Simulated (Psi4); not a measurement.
## Run report: BCl2 (charge +1), single-point calculation

System: BCl2, charge +1.
Method: CCSD(T)/cc-pVTZ, RHF (Psi4 1.11).

The geometry was optimised with BP86/cc-pVDZ.

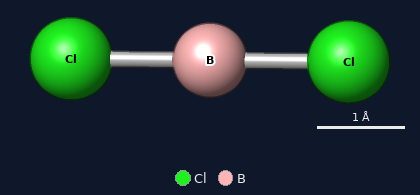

The input geometry (ball-and-stick view, seen at a tilt). Bond lengths as drawn: B–Cl 1.63 Å.

### Key numbers

```csv
quantity,value
outcome,converged
total energy,−943.985378 hartree
SCF energy,−943.486831 hartree
MP2 energy,−943.931772 hartree
CCSD energy,−943.962080 hartree
correlation energy,−0.498547 hartree
(T) correction,−0.023298 hartree
basis functions,98
T1 diagnostic,0.015
HOMO of the SCF reference,−20.23 eV
LUMO of the SCF reference,−4.44 eV
hardware,"1 thread of Intel Xeon (Granite Rapids), 192 GiB of memory available, shared host"
wall time,15 s
peak memory,0.55 GiB
```

### Input (input.in)
```
memory 1600 MB

molecule m {
  1 1
  Cl     0.637322     1.416695     0.503549
  B      0.000265    -0.000708     0.000063
  Cl    -0.637912    -1.417404    -0.503956
}

set globals {
  basis       cc-pVTZ
  scf_type    pk
  freeze_core true
}

result = energy("ccsd(t)")
```

Run as:
```bash
psi4 -i input.in -o input.out -n 1
```

### The program's output
```
Psi4 1.11 release

   => Loading Basis Set <=

    Name: CC-PVTZ
    Role: ORBITAL
    Keyword: BASIS

         ---------------------------------------------------------
                                   SCF
                              RHF Reference
                        1 Threads,   1525 MiB Core
         ---------------------------------------------------------

  ==> Geometry <==

    Molecular point group: cs
    Full point group: Cs

    Geometry (in Angstrom), charge = 1, multiplicity = 1:

       Center              X                  Y                   Z               Mass
    ------------   -----------------  -----------------  -----------------  -----------------
         CL           0.800892819210     1.423701029497     0.000000000000    34.968852682000
         B            0.000535017177    -0.000306844982     0.000000000000    11.009305360000
         CL          -0.801061259608    -1.423604424952     0.000000000000    34.968852682000

  Running in cs symmetry.

  Rotational constants: A = 3478077.95568  B =      0.09033  C =      0.09033 [cm^-1]
  Rotational constants: A = 104270153944.86841  B =   2708.08825  C =   2708.08818 [MHz]
  Nuclear repulsion =  101.882655687916099

  Charge       = 1
  Multiplicity = 1
  Electrons    = 38
  Nalpha       = 19
  Nbeta        = 19

  ==> Algorithm <==

  SCF Algorithm Type is PK.
  DIIS enabled.
  MOM disabled.
  Fractional occupation disabled.
  Guess Type is SAD.
  Energy threshold   = 1.00e-08
  Density threshold  = 1.00e-08
  Integral threshold = 1.00e-12

  ==> Primary Basis <==

  Basis Set: CC-PVTZ
    Blend: CC-PVTZ
    Number of shells: 34
    Number of basis functions: 98
    Number of Cartesian functions: 113
    Spherical Harmonics?: true
    Max angular momentum: 3

  ==> Integral Setup <==

  Using in-core PK algorithm.
   Calculation information:
      Number of atoms:                   3
      Number of AO shells:              34
      Number of primitives:            146
      Number of atomic orbitals:       113
      Number of basis functions:        98

      Integral cutoff                 1.00e-12
      Number of threads:                 1

  Performing in-core PK
  Using 23537052 doubles for integral storage.
  We computed 174890 shell quartets total.
  Whereas there are 177310 unique shell quartets.

  ==> DiskJK: Disk-Based J/K Matrices <==

    J tasked:                  Yes
    K tasked:                  Yes
    wK tasked:                  No
    Memory [MiB]:             1144
    Schwarz Cutoff:          1E-12

  Minimum eigenvalue in the overlap matrix is 1.2668642206E-03.
  Reciprocal condition number of the overlap matrix is 2.9608418518E-04.
    Using symmetric orthogonalization.

  ==> Pre-Iterations <==

  SCF Guess: Superposition of Atomic Densities via on-the-fly atomic UHF (no occupation information).

   -------------------------
    Irrep   Nso     Nmo
   -------------------------
     A'        66      66
     A"        32      32
   -------------------------
    Total      98      98
   -------------------------

  ==> Iterations <==

                        Total Energy        Delta E     RMS |[F,P]|

   @RHF iter SAD:  -943.62375595592243   -9.43624e+02   0.00000e+00
   @RHF iter   1:  -943.44557271547910    1.78183e-01   3.33930e-03 DIIS/ADIIS
   @RHF iter   2:  -943.47545753694624   -2.98848e-02   1.86313e-03 DIIS/ADIIS
   @RHF iter   3:  -943.48608071146020   -1.06232e-02   3.88203e-04 DIIS/ADIIS
   @RHF iter   4:  -943.48673879607963   -6.58085e-04   1.03669e-04 DIIS/ADIIS
   @RHF iter   5:  -943.48682182750304   -8.30314e-05   3.26948e-05 DIIS
   @RHF iter   6:  -943.48683105444036   -9.22694e-06   6.30574e-06 DIIS
   @RHF iter   7:  -943.48683137792830   -3.23488e-07   7.06023e-07 DIIS
   @RHF iter   8:  -943.48683138018669   -2.25839e-09   6.73852e-08 DIIS
   @RHF iter   9:  -943.48683138020647   -1.97815e-11   7.94264e-09 DIIS
  Energy and wave function converged.

  ==> Post-Iterations <==

    Orbital Energies [Eh]
    ---------------------

    Doubly Occupied:

       1Ap  -105.147100     2Ap  -105.147098     3Ap   -10.871395
       4Ap   -10.871385     5Ap    -8.337824     6Ap    -8.337818
       1App   -8.335976     7Ap    -8.335976     2App   -8.335974
       8Ap    -8.335974     9Ap    -8.050176    10Ap    -1.433553
      11Ap    -1.413901    12Ap    -0.943427    13Ap    -0.884059
       3App   -0.801469    14Ap    -0.801469     4App   -0.743286
      15Ap    -0.743286

    Virtual:

      16Ap    -0.163231     5App   -0.163231    17Ap    -0.100685
      18Ap     0.026301    19Ap     0.031806    20Ap     0.066998
       6App    0.066998    21Ap     0.089815    22Ap     0.196920
       7App    0.196920    23Ap     0.205776     8App    0.205776
      24Ap     0.212472    25Ap     0.343341     9App    0.343341
      26Ap     0.362920    10App    0.362920    27Ap     0.382357
      11App    0.382357    28Ap     0.411800    29Ap     0.496634
      12App    0.547644    30Ap     0.547644    31Ap     0.637591
      13App    0.637591    32Ap     0.780900    33Ap     0.868084
      34Ap     1.003583    14App    1.003583    35Ap     1.048758
      36Ap     1.084289    15App    1.221702    37Ap     1.221702
      38Ap     1.317272    16App    1.553843    39Ap     1.553843
      40Ap     1.559871    17App    1.559871    41Ap     1.580377
      18App    1.580377    19App    1.688800    42Ap     1.688800
      43Ap     1.744807    44Ap     1.803255    20App    1.803255
      45Ap     1.957189    21App    1.957189    46Ap     2.001517
      47Ap     2.010595    22App    2.010595    48Ap     2.120119
      23App    2.120119    24App    2.164585    49Ap     2.164585
      50Ap     2.211469    25App    2.211469    51Ap     2.226702
      26App    2.226702    52Ap     2.304413    27App    2.304414
      53Ap     2.312532    54Ap     2.368798    28App    2.368798
      55Ap     2.384067    29App    2.384068    56Ap     2.528634
      57Ap     2.577613    30App    2.635635    58Ap     2.635635
      59Ap     3.059527    31App    3.059527    60Ap     3.134767
      61Ap     3.207530    32App    3.602422    62Ap     3.602422
      63Ap     3.665645    64Ap     4.954265    65Ap     6.316344
      66Ap     6.961488

    Final Occupation by Irrep:
             Ap   App
    DOCC [    15,    4 ]
    NA   [    15,    4 ]
    NB   [    15,    4 ]

  @RHF Final Energy:  -943.48683138020647

   => Energetics <=

    Nuclear Repulsion Energy =            101.8826556879160989
    One-Electron Energy =               -1494.9966850416367379
    Two-Electron Energy =                 449.6271979735141144
    Total Energy =                       -943.4868313802064677

Computation Completed

Properties will be evaluated at   0.000000,   0.000000,   0.000000 [a0]

Properties computed using the SCF density matrix

 Multipole Moments:

 ------------------------------------------------------------------------------------
     Multipole            Electronic (a.u.)      Nuclear  (a.u.)        Total (a.u.)
 ------------------------------------------------------------------------------------

 L = 1.  Multiply by 2.5417464519 to convert [e a0] to [Debye]
 Dipole X            :          0.0009541           -0.0003560            0.0005981
 Dipole Y            :         -0.0005747            0.0002042           -0.0003705
 Dipole Z            :          0.0000000            0.0000000            0.0000000
 Magnitude           :                                                    0.0007035

 ------------------------------------------------------------------------------------

	total time  =          5 seconds =       0.08 minutes
 MINTS: Wrapper to libmints.

   Calculation information:
      Number of threads:                 1
      Number of atoms:                   3
      Number of AO shells:              34
      Number of SO shells:              34
      Number of primitives:            146
      Number of atomic orbitals:       113
      Number of basis functions:        98

      Number of irreps:                  2
      Integral cutoff                 1.00e-12
      Number of functions per irrep: [  66   32 ]

 OEINTS: Overlap, kinetic, potential, dipole, and quadrupole integrals
         stored in file 35.

      Computing two-electron integrals...done
      Computed 5727724 non-zero two-electron integrals.
        Stored in file 33.

	Wfn Parameters:
	--------------------
	Wavefunction         = CCSD_T
	Number of irreps     = 2
	Number of MOs        = 98
	Number of active MOs = 87
	AO-Basis             = NONE
	Semicanonical        = false
	Reference            = RHF
	Print Level          = 1

	IRREP	# MOs	# FZDC	# DOCC	# SOCC	# VIRT	# FZVR
	-----	-----	------	------	------	------	------
	 Ap	   66	    9	    6	    0	    51	    0
	 App	   32	    2	    2	    0	    28	    0
	Transforming integrals...
	IWL integrals will be deleted.
	(OO|OO)...
	Presorting SO-basis two-electron integrals.
	Sorting File: SO Ints (nn|nn) nbuckets = 1
	Constructing frozen core operators
	Starting first half-transformation.
	Sorting half-transformed integrals.
	First half integral transformation complete.
	Starting second half-transformation.
	Two-electron integral transformation complete.
	(OO|OV)...
	Starting second half-transformation.
	Two-electron integral transformation complete.
	(OO|VV)...
	Starting second half-transformation.
	Two-electron integral transformation complete.
	(OV|OO)...
	Starting first half-transformation.
	Sorting half-transformed integrals.
	First half integral transformation complete.
	Starting second half-transformation.
	Two-electron integral transformation complete.
	(OV|OV)...
	Starting second half-transformation.
	Two-electron integral transformation complete.
	(OV|VV)...
	Starting second half-transformation.
	Two-electron integral transformation complete.
	(VV|OO)...
	Starting first half-transformation.
	Sorting half-transformed integrals.
	First half integral transformation complete.
	Starting second half-transformation.
	Two-electron integral transformation complete.
	(VV|OV)...
	Starting second half-transformation.
	Two-electron integral transformation complete.
	(VV|VV)...
	Starting second half-transformation.
	Two-electron integral transformation complete.
	Frozen core energy     =   -991.81481841902405

	Size of irrep 0 of <ab|cd> integrals:     11.458 (MW) /     91.666 (MB)
	Size of irrep 1 of <ab|cd> integrals:      8.157 (MW) /     65.254 (MB)
	Total:                                    19.615 (MW) /    156.920 (MB)

	Size of irrep 0 of <ia|bc> integrals:      1.225 (MW) /      9.803 (MB)
	Size of irrep 1 of <ia|bc> integrals:      0.771 (MW) /      6.169 (MB)
	Total:                                     1.996 (MW) /     15.972 (MB)

	Size of irrep 0 of tijab amplitudes:       0.135 (MW) /      1.083 (MB)
	Size of irrep 1 of tijab amplitudes:       0.069 (MW) /      0.548 (MB)
	Total:                                     0.204 (MW) /      1.632 (MB)

	Nuclear Rep. energy          =    101.88265568791610
	SCF energy                   =   -943.48683138020647
	One-electron energy          =    -91.58043792466722
	Two-electron energy          =     38.02576927557067
	Reference energy             =   -943.48683138020453

	total time  =          2 seconds =       0.03 minutes
            **************************
            *                        *
            *        CCENERGY        *
            *                        *
            **************************

    Nuclear Rep. energy (wfn)     =  101.882655687916099
    SCF energy          (wfn)     = -943.486831380206468
    Reference energy    (file100) = -943.486831380204535

    Input parameters:
    -----------------
    Wave function   =     CCSD_T
    Reference wfn   =     RHF
    Brueckner       =     No
    Memory (Mbytes) =     1600.0
    Maxiter         =     50
    R_Convergence   =     1.0e-07
    E_Convergence   =     1.0e-06
    Restart         =     Yes
    DIIS            =     Yes
    AO Basis        =     NONE
    ABCD            =     NEW
    Cache Level     =     2
    Cache Type      =     LOW
    Print Level     =     1
    Num. of threads =     1
    # Amps to Print =     10
    Print MP2 Amps? =     No
    Analyze T2 Amps =     No
    Print Pair Ener =     No
    Local CC        =     No
    SCS-MP2         =     False
    SCSN-MP2        =     False
    SCS-CCSD        =     False

MP2 correlation energy -0.4449404809477725
                Solving CC Amplitude Equations
                ------------------------------
  Iter             Energy              RMS        T1Diag      D1Diag    New D1Diag    D2Diag
  ----     ---------------------    ---------   ----------  ----------  ----------   --------
     0        -0.444940480947772    0.000e+00    0.000000    0.000000    0.000000    0.134809
     1        -0.462315497647231    6.732e-02    0.011634    0.030366    0.030366    0.142614
     2        -0.472655618675874    2.268e-02    0.011383    0.029317    0.029317    0.147839
     3        -0.475466592504141    1.082e-02    0.013868    0.036217    0.036217    0.149895
     4        -0.475241955015656    2.639e-03    0.014609    0.038278    0.038278    0.150207
     5        -0.475254845113085    9.017e-04    0.014892    0.039107    0.039107    0.150261
     6        -0.475249525082664    2.262e-04    0.014941    0.039262    0.039262    0.150252
     7        -0.475248362964060    5.722e-05    0.014946    0.039279    0.039279    0.150248
     8        -0.475249203572312    1.607e-05    0.014947    0.039285    0.039285    0.150250
     9        -0.475249027950398    4.123e-06    0.014947    0.039285    0.039285    0.150250
    10        -0.475248962284186    1.180e-06    0.014947    0.039285    0.039285    0.150250
    11        -0.475248998311998    3.627e-07    0.014947    0.039285    0.039285    0.150250
    12        -0.475248995120356    9.518e-08    0.014947    0.039285    0.039285    0.150250

    Iterations converged.

    Largest TIA Amplitudes:
              6  51         0.0361348755
              4   0        -0.0361348470
              4   4         0.0114788291
              6  52         0.0114788279
              2   1        -0.0094676329
              4  15         0.0080354128
              6  59         0.0080354123
              2  13         0.0068451197
              3  12        -0.0061800076
              7  55         0.0058223937

    Largest TIjAb Amplitudes:
      6   6  51  51        -0.0418317599
      4   4   0   0        -0.0418317064
      7   7  51  51        -0.0368534021
      5   5   0   0        -0.0368532775
      5   7   0  51         0.0282172880
      7   5  51   0         0.0282172880
      4   6   0  51         0.0278339741
      6   4  51   0         0.0278339741
      2   2  51  51        -0.0278231441
      2   2   0   0        -0.0278231000

    SCF energy       (wfn)                    = -943.486831380206468
    Reference energy (file100)                = -943.486831380204535

    Opposite-spin MP2 correlation energy      =   -0.332099561134933
    Same-spin MP2 correlation energy          =   -0.112840919812839
    Singles MP2 correlation energy            =   -0.000000000000000
    MP2 correlation energy                    =   -0.444940480947772
      * MP2 total energy                      = -943.931771861152356

    Opposite-spin CCSD correlation energy     =   -0.369316728141345
    Same-spin CCSD correlation energy         =   -0.105932266979011
    Singles CCSD correlation energy           =    0.000000000000000
    CCSD correlation energy                   =   -0.475248995120356
      * CCSD total energy                     = -943.962080375324945

            **************************
            *                        *
            *        CCTRIPLES       *
            *                        *
            **************************

    Wave function   =    CCSD_T
    Reference wfn   =      RHF

    Nuclear Rep. energy (wfn)                =  101.882655687916099
    SCF energy          (wfn)                = -943.486831380206468
    Reference energy    (file100)            = -943.486831380204535
    CCSD energy         (file100)            =   -0.475248995120356
    Total CCSD energy   (file100)            = -943.962080375324945

    Number of ijk index combinations:              120
    Approx. words needed per explicit thread:          530604
    Number of threads for explicit ijk threading:    1

    MKL num_threads set to 1 for explicit threading.

    (T) energy                                =   -0.023297547878650
      * CCSD(T) total energy                  = -943.985377923203487

    Psi4 run time: 0:00:13.76
```

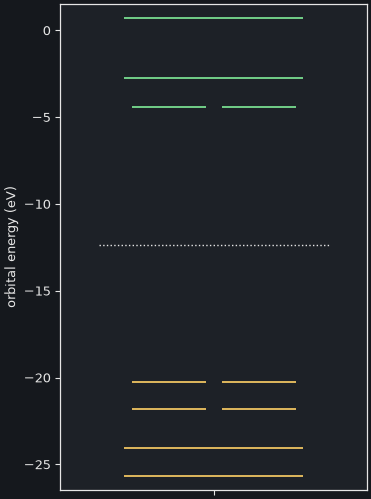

Orbital energies near the frontier (SCF reference); the dotted line parts filled from empty levels, and levels within 0.02 eV of each other stand side by side. Highest filled −20.23 eV, lowest empty −4.44 eV, 15.79 eV apart.
